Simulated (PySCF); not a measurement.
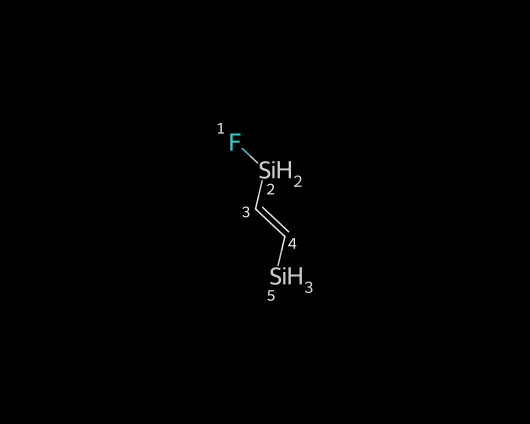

A structural formula, with wedges where it has stereocentres; small numbers name the atoms. The configuration is that of a computed structure (PBE0-D3(BJ)/def2-SVP).

Q: What are the Cahn–Ingold–Prelog descriptors?

A: C3=C4: E.
